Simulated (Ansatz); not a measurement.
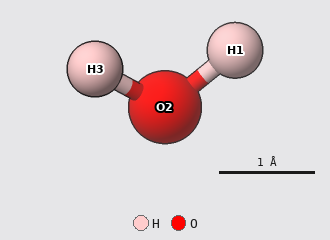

**Figure 1.** The structure (ball-and-stick view, seen at a tilt; atoms are numbered from 1 in the order of the input). Bond lengths as drawn: H–O 0.96 Å.

# Frequency calculation of H2O

H2O, computed with RKS PBE0-D4/def2-TZVP (Ansatz 0.2.0).

The geometry comes from this level: PBE0-D4/def2-TZVP. Figures and captions count atoms from 1; the log counts them from 0 in places.

Output
```
Functional definition: PBE0
  name "PBE0"
  cite "Adamo & Barone, J. Chem. Phys. 110, 6158 (1999) doi:10.1063/1.478522"
  cite "Perdew, Burke & Ernzerhof, Phys. Rev. Lett. 77, 3865 (1996) doi:10.1103/PhysRevLett.77.3865"
  parent pbe
  parameter a = 0.25
  parameter kappa = 0.804
  parameter beta = 0.06672455060314922
  exchange = (1 - a)*pbe_x(kappa = kappa, mu = beta*pi^2/3) + a*exact_x
  correlation = pbe_c(beta = beta)
239 factors; their error is unknown
mean field evaluation 1: about -2074.4215 eV, gradient 5.0e1 eV
mean field evaluation 2: about -2069.6324 eV, gradient 7.2e1 eV
mean field evaluation 4: about -2078.3294 eV, gradient 1.6e-1 eV
mean field evaluation 8: about -2078.3330 eV, gradient 2.6e-1 eV
mean field -2078.33307681 eV, -76.3773318281 hartree, gradient 1.2e-5 eV, S^2 0.000000; 0 other end points of the search recorded, 0 dependent functions left out
the calculation of the forces begins
reference -2078.33309082 eV, -76.3773323428 hartree; 5, 5 occupied and 38, 38 virtual orbitals, 239 factors
these checks for a lower state are left out or cut short: stability, starts, cluster_reference, orbital_swaps, neighbouring_geometries, increment
239 factors; their error is unknown
mean field evaluation 16: about -2078.3293 eV, gradient 2.9e-1 eV
mean field -2078.33298157 eV, -76.3773283281 hartree, gradient 1.2e-6 eV, S^2 0.000000; 0 other end points of the search recorded, 0 dependent functions left out
the calculation of the forces begins
reference -2078.33299560 eV, -76.3773288437 hartree; 5, 5 occupied and 38, 38 virtual orbitals, 239 factors
these checks for a lower state are left out or cut short: stability, starts, cluster_reference, orbital_swaps, neighbouring_geometries, increment
239 factors; their error is unknown
mean field -2078.33298749 eV, -76.3773285455 hartree, gradient 1.2e-6 eV, S^2 0.000000; 0 other end points of the search recorded, 0 dependent functions left out
the calculation of the forces begins
reference -2078.33300147 eV, -76.3773290593 hartree; 5, 5 occupied and 38, 38 virtual orbitals, 239 factors
these checks for a lower state are left out or cut short: stability, starts, cluster_reference, orbital_swaps, neighbouring_geometries, increment
239 factors; their error is unknown
mean field evaluation 32: about -2078.3294 eV, gradient 2.7e-1 eV
mean field -2078.33303121 eV, -76.3773301524 hartree, gradient 1.2e-6 eV, S^2 0.000000; 0 other end points of the search recorded, 0 dependent functions left out
the calculation of the forces begins
reference -2078.33304523 eV, -76.3773306675 hartree; 5, 5 occupied and 38, 38 virtual orbitals, 239 factors
these checks for a lower state are left out or cut short: stability, starts, cluster_reference, orbital_swaps, neighbouring_geometries, increment
239 factors; their error is unknown
mean field -2078.33303375 eV, -76.3773302457 hartree, gradient 1.2e-6 eV, S^2 0.000000; 0 other end points of the search recorded, 0 dependent functions left out
the calculation of the forces begins
reference -2078.33304775 eV, -76.3773307600 hartree; 5, 5 occupied and 38, 38 virtual orbitals, 239 factors
these checks for a lower state are left out or cut short: stability, starts, cluster_reference, orbital_swaps, neighbouring_geometries, increment
239 factors; their error is unknown
mean field -2078.33295703 eV, -76.3773274263 hartree, gradient 1.2e-6 eV, S^2 0.000000; 0 other end points of the search recorded, 0 dependent functions left out
the calculation of the forces begins
reference -2078.33297107 eV, -76.3773279420 hartree; 5, 5 occupied and 38, 38 virtual orbitals, 239 factors
these checks for a lower state are left out or cut short: stability, starts, cluster_reference, orbital_swaps, neighbouring_geometries, increment
239 factors; their error is unknown
mean field -2078.33296312 eV, -76.3773276500 hartree, gradient 1.2e-6 eV, S^2 0.000000; 0 other end points of the search recorded, 0 dependent functions left out
the calculation of the forces begins
reference -2078.33297710 eV, -76.3773281637 hartree; 5, 5 occupied and 38, 38 virtual orbitals, 239 factors
Total energy: -2078.33734664 eV, -76.3774887413 hartree
Atom 0 at     0.555170    -1.056050    -1.980007 Å, force     0.000042     0.000021    -0.000036 eV/Å
Atom 1 at    -0.091356    -1.406743    -1.363722 Å, force     0.000012    -0.000033     0.000057 eV/Å
Atom 2 at    -0.944021    -1.186393    -1.744773 Å, force    -0.000054     0.000012    -0.000021 eV/Å
Dipole moment:    -0.076009     0.210560    -0.367746 e Å
Vibrations: 1622.86 3851.64 3959.37 cm⁻¹, zero-point energy 0.584825 eV
```

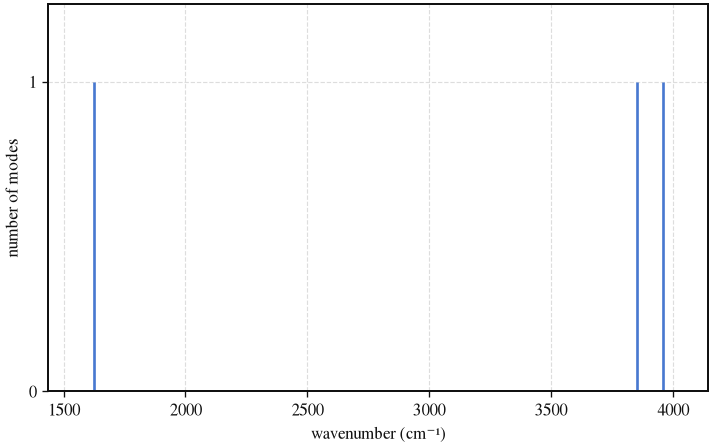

**Figure 2.** Harmonic vibrational wavenumbers from the force constants; neighbouring modes closer than 11 cm⁻¹ are counted in one stick. 3 modes from 1623 to 3959 cm⁻¹, none imaginary.

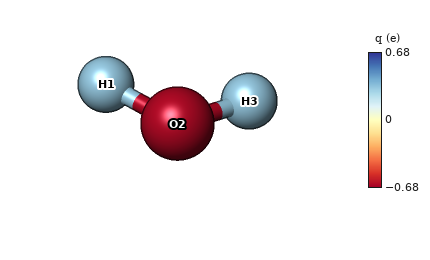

**Figure 3.** Mulliken charges, as the colour of each atom (ball-and-stick view, seen at an oblique angle; atoms are numbered from 1 in the order of the input). By element: H +0.32 and O −0.65 e.

This output came from the following input.

Input file
```yaml
crystal:
  periodic: [false, false, false]
  atoms:
    - {symbol: H, position_ang: [0.555170, -1.056050, -1.980007]}
    - {symbol: O, position_ang: [-0.091356, -1.406743, -1.363722]}
    - {symbol: H, position_ang: [-0.944021, -1.186393, -1.744773]}
basis:
  gaussian: {orbitals: def2-TZVP}
hamiltonian: {xc: pbe0, dispersion: d4}
phonons: {temperatures: {t_min: 298.15, t_max: 900, t_step: 200}}
```

Command:
```bash
ansatz run in.yaml --threads 4 --pin off --events-out ev --progress --plain --max-ram 9574MiB
```

Summary

| quantity | value |
| --- | --- |
| outcome | converged |
| total energy | −2078.3373 eV |
| mean-field energy | −2078.3331 eV |
| dispersion energy | −0.0043 eV |
| largest force (length of the vector) | under 0.001 eV/Å |
| dipole moment | 2.07 D |
| hardware | 4 threads of Arm Neoverse V1, 23 GiB of memory available, shared host |
| wall time | 0.6 s (CPU time 1.7 s) |
| peak memory | 0.53 GiB |
